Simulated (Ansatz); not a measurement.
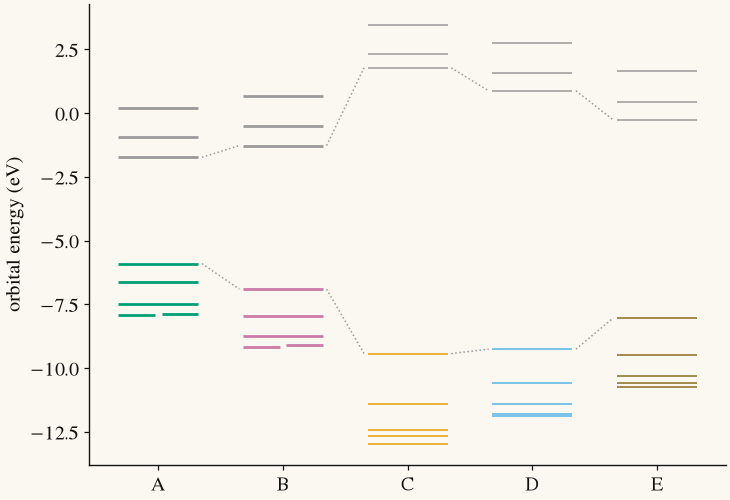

Frontier orbital energies of CH₇OSbSi, SMILES [OH][SbH][CH2][SiH3], singlet at one geometry, def2-TZVPP, the Ansatz code 0.2.0, at a PBE0-D4/def2-TZVP geometry (a minimum by its frequencies). Empty levels are grey, levels within 0.1 eV stand side by side; all columns show the same few orbitals around the gap. Dotted lines join the HOMOs and the LUMOs.

Question: The columns come from B3LYP, BHLYP, BLYP, HF and ωB97X-V. Which is which?

Answer: A: BLYP (HOMO −5.90, LUMO −1.73, separation 4.17 eV)
B: B3LYP (HOMO −6.90, LUMO −1.27, separation 5.63 eV)
C: HF (HOMO −9.42, LUMO 1.78, separation 11.20 eV)
D: ωB97X-V (HOMO −9.25, LUMO 0.88, separation 10.13 eV)
E: BHLYP (HOMO −8.02, LUMO −0.26, separation 7.76 eV)

Caveats, for all or some of the runs: core potentials past krypton; empty levels above zero depend strongly on the basis; one conformer of a flexible molecule; spin-orbit coupling is left out, and with Sb it can shift these levels and split any degenerate set.
